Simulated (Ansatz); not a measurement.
# CH7AlO: geometry relaxation (part 1 of 2)

CH7AlO, computed with RKS PBE0-D4/6-31G* (Ansatz 0.2.0).

It belongs to a series of runs on one base structure; here: end point B relaxed. Figures and captions count atoms from 1; the log counts them from 0 in places.

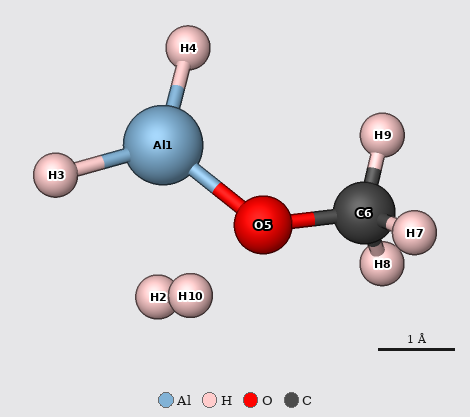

**Figure 1.** The input geometry (ball-and-stick view, seen at a tilt; atoms are numbered from 1 in the order of the input). Sticks mark near contacts.

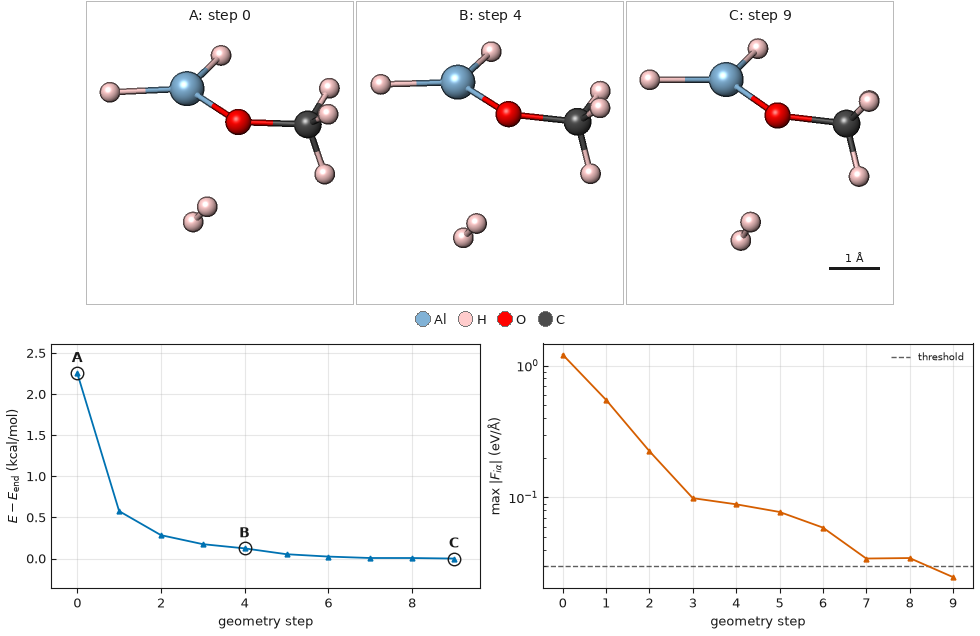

**Figure 2.** Frames of the relaxation (ball-and-stick view, seen at a tilt) above the curves, on which the letters mark them (the first geometry is step 0 here and step 1 in the log).

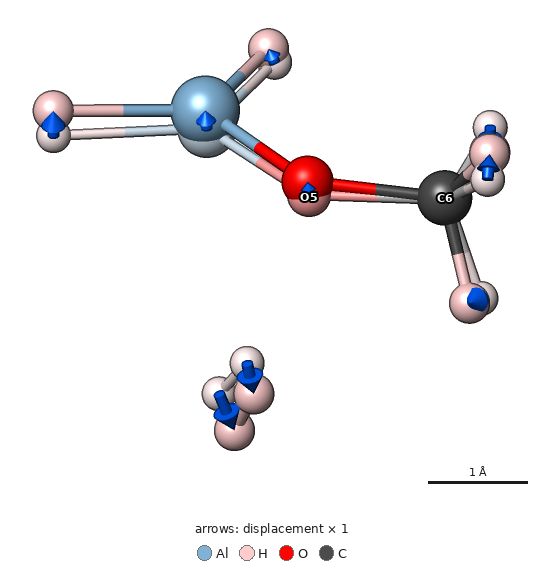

**Figure 3.** Start (faint) and end (solid) with the displacements as blue arrows, at true length (ball-and-stick view, seen at a tilt). The two geometries are laid on each other by the best rigid fit. The largest move after the best rigid fit is that of H2, 0.48 Å. By element the largest moves are H 0.48 Å, Al 0.22 Å, O 0.13 Å, C 0.04 Å. Among the contacts that change: Al1–O5 1.750 → 1.708 Å, H2–H10 0.713 → 0.746 Å. Among the angles that change: Al1–O5–C6 125.7° → 129.3°. The energy falls by 2.26 kcal/mol in 9 geometry steps. Largest force component: 1.2 eV/Å at the start, 0.025 eV/Å at the end. (Atoms are counted from 1 in the order of the input.)

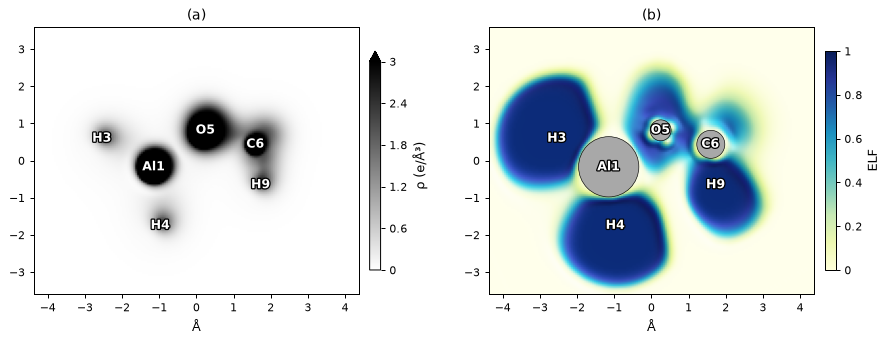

**Figure 4.** (a) total electron density; (b) ELF on the plane of atoms H4, Al1 and O5. Grey discs, where drawn, cover atomic cores. Al–H (1.58 Å): ρ is about 0.53 e/Å³ halfway; the ELF climbs to about 1 towards the hydrogen.

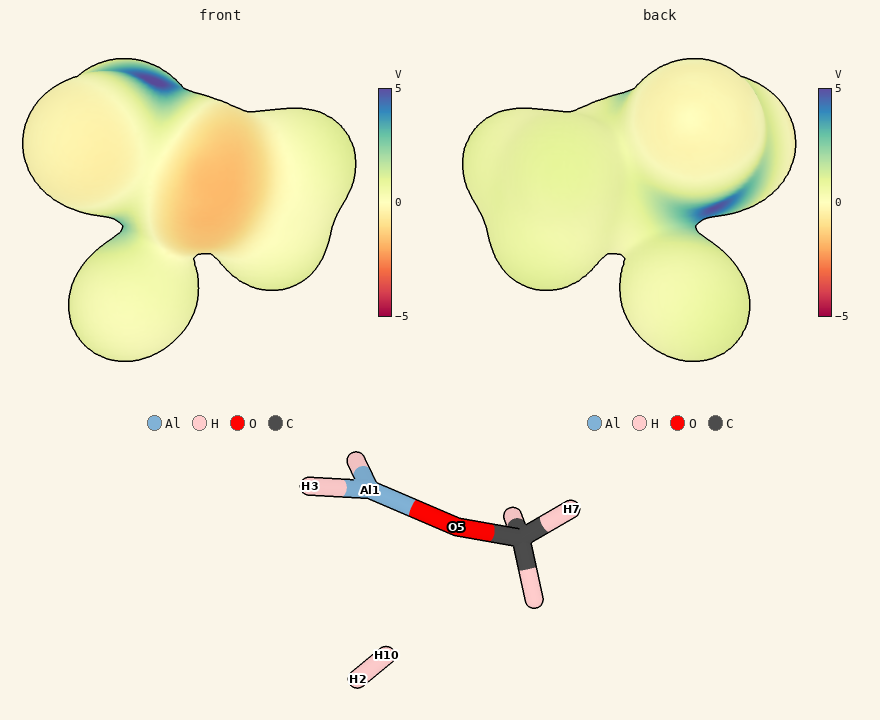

**Figure 5.** The molecular electrostatic potential painted on the density surface at 0.004 e/bohr³, seen face on and from behind; red is negative and blue positive. The bare structure is drawn below in the same view. A positive charge is drawn to the negative regions and a negative charge to the positive ones.

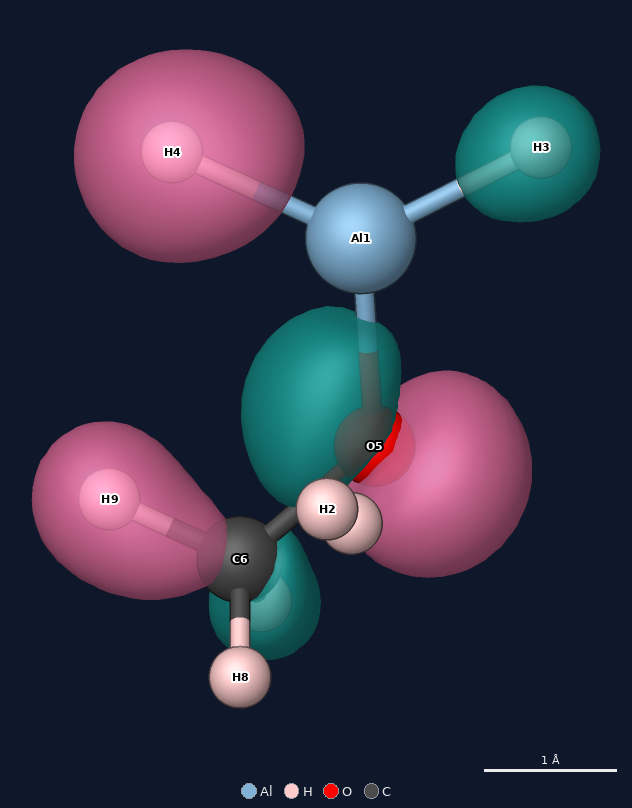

**Figure 6.** The HOMO−1 at ±0.15 Å⁻³ᐟ² (teal and pink are the two phases), seen at an oblique angle. Its weight (Hirshfeld) is mainly on O5 (45 %), H4 (15 %), Al1 (15 %) and C6 (10 %). Its energy is −8.02 eV.

These pictures come from the run below.

## The input
```yaml
crystal:
  periodic: [false, false, false]
  atoms:
    - { symbol: Al, position_ang: [0.188939, -0.399832, -0.490869] }
    - { symbol: H, position_ang: [-0.293855, -0.277208, 2.225996] }
    - { symbol: H, position_ang: [1.447411, 0.550953, -0.370696] }
    - { symbol: H, position_ang: [-1.220147, -0.005441, -1.11346] }
    - { symbol: O, position_ang: [0.408671, -2.044928, 0.065469] }
    - { symbol: C, position_ang: [-0.572329, -3.049199, 0.059627] }
    - { symbol: H, position_ang: [-0.11796, -4.008339, -0.221125] }
    - { symbol: H, position_ang: [-1.011986, -3.165745, 1.063871] }
    - { symbol: H, position_ang: [-1.396057, -2.845506, -0.646472] }
    - { symbol: H, position_ang: [-0.066986, -0.852854, 1.872161] }
basis:
  gaussian: { orbitals: "6-31G*" }
hamiltonian:
  xc: pbe0
  dispersion: d4
relax:
  f_tol: 0.03
  max_steps: 50
output:
  orbitals: {}
```

Command:
```bash
ansatz run input.yaml --threads 1 --pin off --max-ram 2048MiB --backend cpu --events-out ev --progress --plain --runs-dir out
```

## Output
```
The last accepted step is kept in [file] (removed where the run ends without a failure and the disk answers)
Engine: ansatz 0.2.0, x86_64-unknown-linux-gnu
Functional definition: PBE0
  parameter a = 0.25
  parameter kappa = 0.804
  parameter beta = 0.06672455060314922
  exchange = (1 - a)*pbe_x(kappa = kappa, mu = beta*pi^2/3) + a*exact_x
  correlation = pbe_c(beta = beta)
715 factors; integrals over basis functions are off by at most 7.5e-4 eV
mean field evaluation 1: about -9783.0234 eV, gradient 4.6e1 eV
mean field evaluation 2: about -9769.3084 eV, gradient 9.4e1 eV
mean field evaluation 4: about -9787.2305 eV, gradient 4.2e0 eV
mean field evaluation 8: about -9787.2783 eV, gradient 5.8e-2 eV
mean field -9787.27834214 eV, -359.6758450180 hartree, gradient 6.3e-5 eV, S^2 0.000000; 0 other end points of the search recorded, 0 dependent functions left out
the calculation of the forces begins
reference -9787.27837303 eV, -359.6758461533 hartree; 17, 17 occupied and 46, 46 virtual orbitals, 715 factors
relax step   1: F+E_penalty+E_count = -9787.39611693 eV  Δ(F+E_penalty+E_count) = +0.000e0 eV  max|allowed force component| = 1.212e0 eV/Å  Δτ_max = 0.0000 Å  (22 SCF iters, accepted)
these checks for a lower state are left out or cut short: starts, cluster_reference, orbital_swaps, neighbouring_geometries, increment
715 factors; integrals over basis functions are off by at most 7.4e-4 eV
mean field evaluation 16: about -9787.2640 eV, gradient 4.1e0 eV
mean field -9787.35297961 eV, -359.6785878947 hartree, gradient 1.4e-5 eV, S^2 0.000000; 0 other end points of the search recorded, 0 dependent functions left out
the calculation of the forces begins
reference -9787.35301063 eV, -359.6785890345 hartree; 17, 17 occupied and 46, 46 virtual orbitals, 715 factors
relax step   2: F+E_penalty+E_count = -9787.46890194 eV  Δ(F+E_penalty+E_count) = -7.279e-2 eV  max|allowed force component| = 5.499e-1 eV/Å  Δτ_max = 0.1922 Å  (26 SCF iters, accepted)
these checks for a lower state are left out or cut short: starts, cluster_reference, orbital_swaps, neighbouring_geometries, increment
715 factors; integrals over basis functions are off by at most 7.7e-4 eV
mean field -9787.36704014 eV, -359.6791046094 hartree, gradient 7.1e-5 eV, S^2 0.000000; 0 other end points of the search recorded, 0 dependent functions left out
the calculation of the forces begins
reference -9787.36707119 eV, -359.6791057505 hartree; 17, 17 occupied and 46, 46 virtual orbitals, 715 factors
relax step   3: F+E_penalty+E_count = -9787.48158215 eV  Δ(F+E_penalty+E_count) = -1.268e-2 eV  max|allowed force component| = 2.245e-1 eV/Å  Δτ_max = 0.1313 Å  (23 SCF iters, accepted)
these checks for a lower state are left out or cut short: starts, cluster_reference, orbital_swaps, neighbouring_geometries, increment
715 factors; integrals over basis functions are off by at most 7.9e-4 eV
mean field evaluation 32: about -9787.3726 eV, gradient 7.1e-5 eV
mean field -9787.37260379 eV, -359.6793090700 hartree, gradient 7.1e-5 eV, S^2 0.000000; 0 other end points of the search recorded, 0 dependent functions left out
the calculation of the forces begins
reference -9787.37263490 eV, -359.6793102131 hartree; 17, 17 occupied and 46, 46 virtual orbitals, 715 factors
relax step   4: F+E_penalty+E_count = -9787.48633513 eV  Δ(F+E_penalty+E_count) = -4.753e-3 eV  max|allowed force component| = 9.884e-2 eV/Å  Δτ_max = 0.0691 Å  (23 SCF iters, accepted)
these checks for a lower state are left out or cut short: starts, cluster_reference, orbital_swaps, neighbouring_geometries, increment
715 factors; integrals over basis functions are off by at most 8.0e-4 eV
mean field -9787.37513237 eV, -359.6794019933 hartree, gradient 7.2e-5 eV, S^2 0.000000; 0 other end points of the search recorded, 0 dependent functions left out
the calculation of the forces begins
reference -9787.37516349 eV, -359.6794031370 hartree; 17, 17 occupied and 46, 46 virtual orbitals, 715 factors
relax step   5: F+E_penalty+E_count = -9787.48855766 eV  Δ(F+E_penalty+E_count) = -2.223e-3 eV  max|allowed force component| = 8.875e-2 eV/Å  Δτ_max = 0.0345 Å  (23 SCF iters, accepted)
these checks for a lower state are left out or cut short: starts, cluster_reference, orbital_swaps, neighbouring_geometries, increment
715 factors; integrals over basis functions are off by at most 8.1e-4 eV
mean field -9787.37881088 eV, -359.6795371761 hartree, gradient 7.0e-5 eV, S^2 0.000000; 0 other end points of the search recorded, 0 dependent functions left out
the calculation of the forces begins
reference -9787.37884205 eV, -359.6795383218 hartree; 17, 17 occupied and 46, 46 virtual orbitals, 715 factors
relax step   6: F+E_penalty+E_count = -9787.49163481 eV  Δ(F+E_penalty+E_count) = -3.077e-3 eV  max|allowed force component| = 7.765e-2 eV/Å  Δτ_max = 0.0823 Å  (23 SCF iters, accepted)
these checks for a lower state are left out or cut short: starts, cluster_reference, orbital_swaps, neighbouring_geometries, increment
715 factors; integrals over basis functions are off by at most 8.1e-4 eV
mean field -9787.38021814 eV, -359.6795888922 hartree, gradient 7.0e-5 eV, S^2 0.000000; 0 other end points of the search recorded, 0 dependent functions left out
the calculation of the forces begins
reference -9787.38024934 eV, -359.6795900388 hartree; 17, 17 occupied and 46, 46 virtual orbitals, 715 factors
relax step   7: F+E_penalty+E_count = -9787.49288302 eV  Δ(F+E_penalty+E_count) = -1.248e-3 eV  max|allowed force component| = 5.910e-2 eV/Å  Δτ_max = 0.0539 Å  (23 SCF iters, accepted)
these checks for a lower state are left out or cut short: starts, cluster_reference, orbital_swaps, neighbouring_geometries, increment
715 factors; integrals over basis functions are off by at most 8.0e-4 eV
mean field -9787.38086570 eV, -359.6796126896 hartree, gradient 7.1e-5 eV, S^2 0.000000; 0 other end points of the search recorded, 0 dependent functions left out
the calculation of the forces begins
reference -9787.38089691 eV, -359.6796138365 hartree; 17, 17 occupied and 46, 46 virtual orbitals, 715 factors
```
